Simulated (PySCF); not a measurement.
**CH6O2SeSi: electronic excitations and core binding energies**

Wanted: the electronic excitations and core binding energies of CH6O2SeSi (`C[Se][SiH](O)O`), by calculation.

The runs use PySCF 2.14.0, with density-fitted response routines of our own; the level of theory stands in each step. All values are computed, except where a source is named. Atoms count from 0, in the outputs and in this text.

## Step 1: Starting geometry

11 atoms, charge 0, multiplicity 1; geometry from: GFN2-xTB.

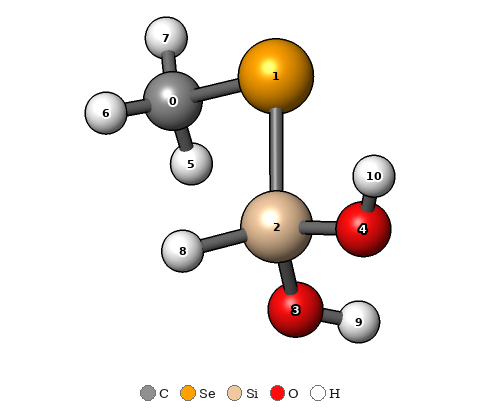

As it starts; carbon grey, selenium orange, silicon light orange, oxygen red, hydrogen white, atoms numbered; sticks join atoms by distance.

## Step 2: Ultraviolet spectrum: B3LYP/def2-SVPD

The job: settings as JSON, then the geometry in Å.

```
{"job": {"kind": "uv", "xc": "B3LYP", "basis": "def2-SVPD", "nstates": 8, "ntriplets": 3}, "charge": 0, "multiplicity": 1}
C      2.037793    -0.069337     0.220979
Se     0.536241     0.918167     0.989033
Si    -1.044352     0.185825    -0.497597
O     -1.157806    -1.422270    -0.511414
O     -2.467475     0.800067    -0.028076
H      1.775194    -1.121614     0.162927
H      2.250098     0.322986    -0.769361
H      2.896372     0.070740     0.871570
H     -0.663843     0.502932    -1.860833
H     -1.619980    -1.891693     0.179646
H     -2.536818     1.706867     0.257083
```

Method: TDDFT B3LYP/def2-SVPD, vertical, gas phase, core orbitals frozen in the response.

The run is started by

```console
> OMP_NUM_THREADS=1 python probes_run.py task.json out
```

This one command runs all jobs of the session in turn.

The program printed:

```text
coarse grid: 44120 points
cycle   1  E = -2882.6873228158  dE = -3.382e-01  |g| = 9.897e-01  |ddm| = 4.259e+00
cycle   2  E = -2882.3202189409  dE =  3.671e-01  |g| = 1.686e+00  |ddm| = 2.533e+00
cycle   3  E = -2882.8672955049  dE = -5.471e-01  |g| = 1.049e-01  |ddm| = 1.604e+00
cycle   4  E = -2882.8698055717  dE = -2.510e-03  |g| = 5.173e-02  |ddm| = 2.490e-01
cycle   5  E = -2882.8705453638  dE = -7.398e-04  |g| = 1.177e-02  |ddm| = 8.961e-02
cycle   6  E = -2882.8705716863  dE = -2.632e-05  |g| = 3.326e-03  |ddm| = 1.707e-02
cycle   7  E = -2882.8705747217  dE = -3.035e-06  |g| = 9.356e-04  |ddm| = 5.086e-03
final grid: 90856 points
cycle   8  E = -2882.8705063519  dE =  2.243e-07  |g| = 1.398e-03  |ddm| = 4.159e-03
cycle   9  E = -2882.8705056696  dE =  6.823e-07  |g| = 2.218e-03  |ddm| = 3.826e-03
cycle  10  E = -2882.8705067765  dE = -1.107e-06  |g| = 1.351e-04  |ddm| = 2.337e-03
cycle  11  E = -2882.8705067795  dE = -2.970e-09  |g| = 1.684e-05  |ddm| = 1.436e-04
cycle  12  E = -2882.8705067795  dE = -6.094e-11  |g| = 3.478e-06  |ddm| = 1.973e-05
converged SCF energy = -2882.8705067795

Static polarisability (au): isotropic 75.477, principal 65.307 73.831 87.293

Singlet excitations
state   eV       nm        f      main configurations
  1   4.6502    266.6   0.00105   H->L 0.97
  2   5.4309    228.3   0.04806   H->L+1 0.91
  3   5.8904    210.5   0.01924   H->L+2 0.86
  4   6.1660    201.1   0.00334   H->L+3 0.81, H-1->L 0.16
  5   6.2014    199.9   0.01293   H-1->L 0.75, H->L+3 0.17
  6   6.4444    192.4   0.01152   H->L+4 0.95
  7   6.7082    184.8   0.01817   H->L+5 0.87
  8   6.8727    180.4   0.06248   H-1->L+1 0.81

Triplet excitations (Tamm-Dancoff, eV): 4.3421 5.2427 5.5862
```

It took 26 s on 1 thread of Arm Neoverse V1, shared host; peak memory 0.7 GiB.

The orbitals next to the gap, with their largest atomic shares:

```
orbital     eV                        atoms
 HOMO−3  -9.74   O4 38 %, O3 18 %, Se1 12 %
 HOMO−2  -9.29   Se1 31 %, O4 30 %, C0 21 %
 HOMO−1  -7.74  Se1 50 %, Si2 15 %, O3 11 %
   HOMO  -6.33   Se1 75 %, C0 10 %, Si2 8 %
   LUMO  -0.62  Se1 44 %, O4 13 %, Si2 12 %
 LUMO+1  -0.05  Se1 23 %, Si2 19 %, O3 19 %
 LUMO+2   0.38  Se1 44 %, O3 12 %, Si2 10 %
```

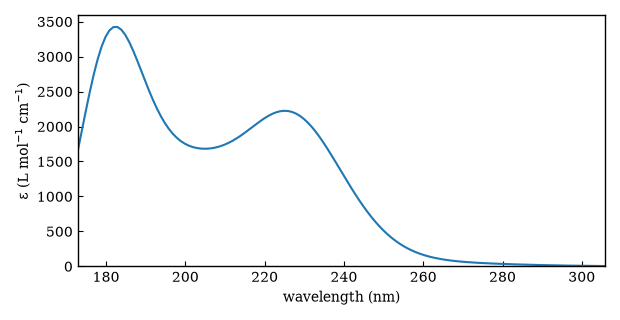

Absorption spectrum: each of the 8 states is a Gaussian band of 0.4 eV half-width at 1/e. Beyond the last state computed it falls off for lack of states.

Ground-state properties from the same run:

```
           property  computed
  dipole moment (D)      0.39
polarisability (Å³)     11.18
 HOMO–LUMO gap (eV)      5.70
      −ε(HOMO) (eV)      6.33
```

## Step 3: Core-electron binding energies: SCAN, X2C

The job, as its differences from that of step 2:

```diff
@@ -1,2 +1,2 @@
-{"job": {"kind": "uv", "xc": "B3LYP", "basis": "def2-SVPD", "nstates": 8, "ntriplets": 3}, "charge": 0, "multiplicity": 1}
+{"job": {"kind": "xps"}, "charge": 0, "multiplicity": 1}
 C      2.037793    -0.069337     0.220979
```

Method: delta-SCF UKS SCAN, pcX-2 on the ionised atom, pcseg-1 elsewhere, spin-free X2C.

The program printed:

```text
ground state, core basis on atom 0 (C), 148 functions
  cycle   1  E = -2905.59322464  |g| = 9.42e-01
  cycle   2  E = -2905.24870572  |g| = 1.63e+00
  cycle   3  E = -2905.75993525  |g| = 1.41e-01
  cycle   4  E = -2905.76480449  |g| = 5.12e-02
  cycle   5  E = -2905.76550178  |g| = 1.63e-02
  cycle   6  E = -2905.76558244  |g| = 5.33e-03
  cycle   7  E = -2905.76558859  |g| = 1.80e-03
  cycle   8  E = -2905.76559125  |g| = 6.00e-04
  cycle   9  E = -2905.76559066  |g| = 7.69e-05
  E(ground) = -2905.81475893 Eh
hole in C 1s of atom 0
  cycle   1  E = -2894.49635052  |g| = 1.50e+00
  cycle   2  E = -2893.61569278  |g| = 1.91e+00
  cycle   3  E = -2894.98368844  |g| = 4.35e-01
  cycle   4  E = -2895.03699003  |g| = 2.90e-01
  cycle   5  E = -2895.06873923  |g| = 9.06e-02
  cycle   6  E = -2895.07191230  |g| = 2.03e-02
  cycle   7  E = -2895.07214750  |g| = 7.17e-03
  cycle   8  E = -2895.07216498  |g| = 4.57e-03
  cycle   9  E = -2895.07217448  |g| = 9.58e-04
  cycle  10  E = -2895.07217364  |g| = 4.96e-04
  E(ion) = -2895.12087980 Eh   <S^2> = 0.7712   hole on atom = 1.000   binding energy = 290.995 eV
ground state, core basis on atom 2 (Si), 159 functions
  cycle   1  E = -2905.87636617  |g| = 2.92e-01
  cycle   2  E = -2905.87635308  |g| = 6.28e-02
  cycle   3  E = -2905.87619377  |g| = 5.69e-02
  cycle   4  E = -2905.87692527  |g| = 1.12e-02
  cycle   5  E = -2905.87696770  |g| = 1.40e-03
  cycle   6  E = -2905.87697048  |g| = 4.64e-04
  E(ground) = -2905.88527073 Eh
hole in Si 1s of atom 2
  cycle   1  E = -2836.91081823  |g| = 4.35e+00
  cycle   2  E = -2836.29003824  |g| = 2.45e+00
  cycle   3  E = -2837.00913998  |g| = 1.16e+00
  cycle   4  E = -2837.88470334  |g| = 3.56e-01
  cycle   5  E = -2837.95691008  |g| = 1.11e-01
  cycle   6  E = -2837.96043120  |g| = 7.79e-02
  cycle   7  E = -2837.96259184  |g| = 2.03e-02
  cycle   8  E = -2837.96279930  |g| = 3.20e-03
  cycle   9  E = -2837.96280269  |g| = 1.94e-03
  cycle  10  E = -2837.96280252  |g| = 6.33e-04
  cycle  11  E = -2837.96280731  |g| = 2.87e-04
  E(ion) = -2837.97872717 Eh   <S^2> = 0.7522   hole on atom = 1.000   binding energy = 1847.831 eV
hole in Si 2p of atom 2
  cycle   1  E = -2901.57649069  |g| = 1.25e+00
  cycle   2  E = -2900.99269684  |g| = 1.45e+00
  cycle   3  E = -2901.73987957  |g| = 4.79e-01
  cycle   4  E = -2901.89110581  |g| = 1.18e-01
  cycle   5  E = -2901.89840454  |g| = 5.67e-02
  cycle   6  E = -2901.89959019  |g| = 2.62e-02
  cycle   7  E = -2901.89986511  |g| = 3.94e-03
  cycle   8  E = -2901.89987181  |g| = 1.81e-03
  cycle   9  E = -2901.89987246  |g| = 9.05e-04
  cycle  10  E = -2901.89987316  |g| = 1.97e-04
  E(ion) = -2901.91877535 Eh   <S^2> = 0.7516   hole on atom = 1.003   binding energy = 107.934 eV
  2p3/2 = 107.763 eV   2p1/2 = 108.389 eV
ground state, core basis on atom 3 (O), 148 functions
  cycle   1  E = -2905.79723821  |g| = 1.02e-01
  cycle   2  E = -2905.79650589  |g| = 7.76e-02
  cycle   3  E = -2905.79706313  |g| = 5.68e-02
  cycle   4  E = -2905.79764624  |g| = 5.33e-03
  cycle   5  E = -2905.79765006  |g| = 1.24e-03
  cycle   6  E = -2905.79765303  |g| = 2.84e-04
  E(ground) = -2905.84433710 Eh
hole in O 1s of atom 3
  cycle   1  E = -2885.18729019  |g| = 2.22e+00
  cycle   2  E = -2883.19446884  |g| = 2.52e+00
  cycle   3  E = -2885.64722460  |g| = 7.70e-01
  cycle   4  E = -2885.92451957  |g| = 3.46e-01
  cycle   5  E = -2885.98258434  |g| = 1.65e-01
  cycle   6  E = -2885.99729662  |g| = 5.06e-02
  cycle   7  E = -2885.99820587  |g| = 1.78e-02
  cycle   8  E = -2885.99834237  |g| = 5.63e-03
  cycle   9  E = -2885.99835949  |g| = 1.10e-03
  cycle  10  E = -2885.99836079  |g| = 8.71e-04
  cycle  11  E = -2885.99836078  |g| = 1.78e-04
  E(ion) = -2886.04657279 Eh   <S^2> = 0.7611   hole on atom = 1.000   binding energy = 538.725 eV
```

Wall time 34 s (1 thread of Arm Neoverse V1, shared host); peak memory 0.6 GiB.

The holes in one table. −ε is the ground-state orbital energy:

```
       hole  stands for                   environment  ΔSCF (eV; 2p as the shell's mean)  −ε (eV)   ⟨S²⟩
  C1s on C0          C0    methyl carbon bonded to Se                             291.00    274.3  0.771
Si1s on Si2         Si2  silicon bonded to 2 O, Se, H                            1847.83   1794.5  0.752
Si2p on Si2         Si2  silicon bonded to 2 O, Se, H                             107.97     97.1  0.752
  O1s on O3      O3, O4        oxygen bonded to Si, H                             538.72    516.8  0.761
```

Each hole run stands for the others of its class of like atoms.

With the spin-orbit splitting: Si2 2p3/2 107.76, 2p1/2 108.39 eV. The table gives each 2p level as the mean over the whole 2p shell (two parts 2p3/2, one part 2p1/2), which differs a little from the single hole in the log.

## Step 4: Summary of results

```
                                quantity                        value
        lowest singlet (B3LYP/def2-SVPD)  4.65 eV (267 nm), f = 0.001
brightest single state of those computed  state 8, 6.87 eV, f = 0.062
                          lowest triplet                      4.34 eV
        C1s binding energies, SCAN/pcX-2                 C0 291.00 eV
       Si1s binding energies, SCAN/pcX-2               Si2 1847.83 eV
       Si2p binding energies, SCAN/pcX-2                Si2 107.97 eV
        O1s binding energies, SCAN/pcX-2                 O3 538.72 eV
```

In words: The first singlet state (HOMO→LUMO 0.97) lies at 4.65 eV and is weak; of the 8 states computed, the strongest absorption comes from state 8 at 6.87 eV (the last computed, so partners may be missing). The lowest triplet lies 0.31 eV below the lowest singlet (triplets in Tamm-Dancoff, singlets in full TDDFT). States above −ε(HOMO) lie where TDDFT describes them poorly and they hang on the basis; the brightest is among them.
